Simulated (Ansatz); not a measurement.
**ClGeH2 (charge +1): density, localisation and related maps**

```xyz
4

Cl   -1.0118   -1.0173   -0.3712
Ge    0.9385    0.4070    0.3816
H    -1.5500   -0.3228   -1.3316
H     1.1554   -0.7987    1.4100
```

Geometry: B3LYP/6-31G*.

Computed with Ansatz 0.2.0, isolated molecule in a Gaussian basis; Kohn-Sham density functional theory, functional PBE0.

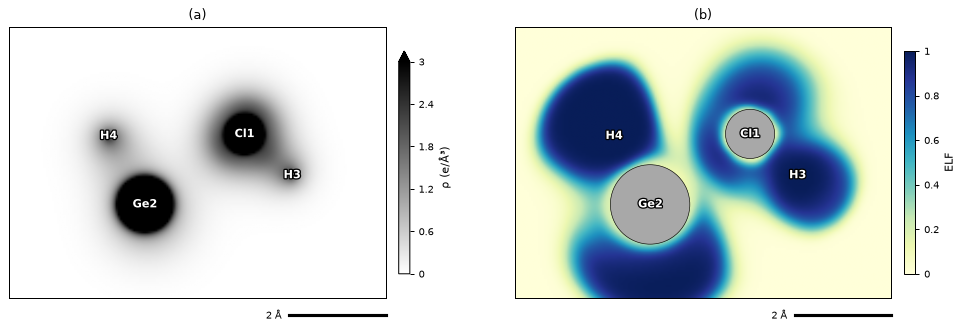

Figure 1. (a) electron density; (b) electron localisation function on the molecular plane. Grey discs cover the atomic cores in the ELF map.

### What does the map show?

- The plane passes through Cl, Ge and H nuclei.
- Ge–Cl (2.53 Å): ρ at the midpoint is about 0.37 e/Å³, with its minimum of 0.34 e/Å³ about 1.1 Å from Ge; the ELF peaks at about 0.90 in the valence shell of Cl, 0.8 Å from its nucleus, and is about 0.50 at the midpoint.
- Cl–H (1.30 Å): ρ is about 2 e/Å³ halfway; the ELF climbs to about 1 towards the hydrogen, as it does in any bond to H; an ordinary covalent bond to hydrogen.
- Ge–H (1.60 Å): the density is about 0.98 e/Å³ at the midpoint; the ELF climbs to about 1 towards the hydrogen.
- The ELF also peaks beside Cl1, away from the bonds: lone-pair regions.

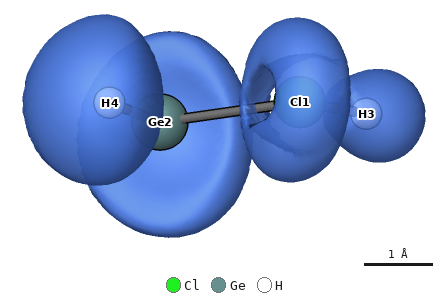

Figure 2. Isosurface of the electron localisation function at 0.85 (blue), seen from one side. Core shells and regions of very low density are left out.

### Describe the localisation domains.

The ELF exceeds this value in two regions around hydrogen nuclei, one lobe on Ge, pointing away from the bonds (lone pairs) and one region wrapped around Cl (its valence shell).

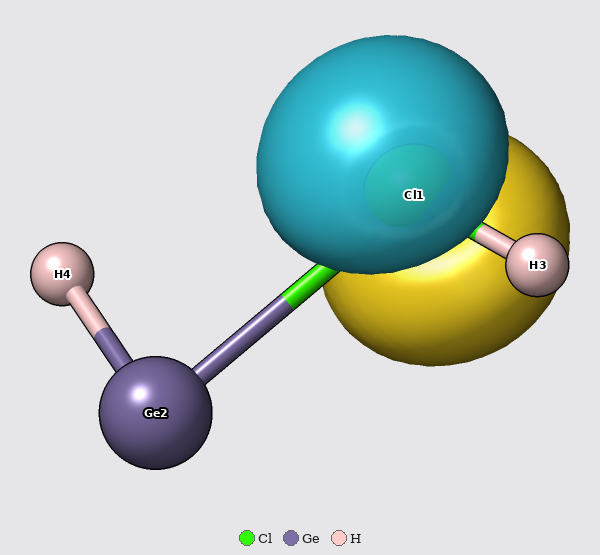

Figure 3. The HOMO−1 at ±0.2 Å⁻³ᐟ² (yellow and cyan are the two phases), seen at a tilt.

### Where does this orbital lie, and at what energy?

Its weight (Hirshfeld) is mainly on Cl1 (about 90 %); it changes sign across the molecular plane (π type). Its energy is −16.21 eV.
